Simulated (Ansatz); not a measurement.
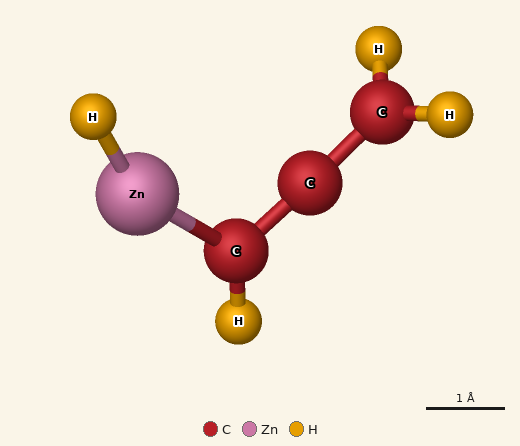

This is the input geometry for a relaxation of C3H4Zn. The picture is a ball-and-stick view, seen at a tilt.

The start comes from GFN2-xTB.

Level of theory: RKS PBE0-D4/def2-TZVP in Ansatz 0.2.0.

Input
```yaml
crystal:
  periodic: [false, false, false]
  atoms:
    - {symbol: C, position_ang: [-0.538010, 1.470550, -0.252080]}
    - {symbol: C, position_ang: [0.322730, 0.505080, -0.089980]}
    - {symbol: C, position_ang: [1.129540, -0.489490, 0.081060]}
    - {symbol: Zn, position_ang: [-0.009060, -2.075630, 0.357890]}
    - {symbol: H, position_ang: [-0.905030, 1.744170, -1.227330]}
    - {symbol: H, position_ang: [-0.898610, 2.052090, 0.580280]}
    - {symbol: H, position_ang: [2.195790, -0.331640, 0.051470]}
    - {symbol: H, position_ang: [-1.297350, -2.875120, 0.498680]}
basis:
  gaussian: {orbitals: def2-TZVP}
hamiltonian: {xc: pbe0, dispersion: d4}
relax: {f_tol: 0.005, max_steps: 150}
```

Q: Where does the relaxation end?

A: Over 12 geometry steps the energy falls by 0.135 eV. Largest force component: 0.9 eV/Å at the start, 0.0029 eV/Å at the end. H8 moves most after the best rigid fit: 0.64 Å. Largest moves by element: H 0.64 Å, C 0.24 Å, Zn 0.12 Å. Some distances before and after: C3–Zn4 1.972 → 1.926 Å, Zn4–H8 1.523 → 1.536 Å, C3–H7 1.078 → 1.088 Å, C2–C3 1.292 → 1.299 Å. Among the angles between lasting bonds that change: C3–Zn4–H8 157.5° → 178.7°, C2–C3–Zn4 106.1° → 117.9°, Zn4–C3–H7 133.8° → 123.6°.

Final geometry:

```xyz
8

C    -0.4854    1.6652   -0.2851
C     0.2324    0.5900   -0.1022
C     0.8946   -0.5121    0.0854
Zn   -0.1112   -2.1307    0.3669
H    -0.7878    1.9744   -1.2796
H    -0.7824    2.2893    0.5506
H     1.9822   -0.4727    0.0755
H    -0.9423   -3.4035    0.5885
```

After the run, drawn alike:

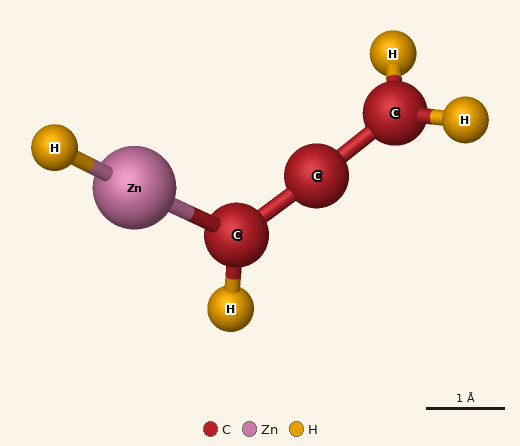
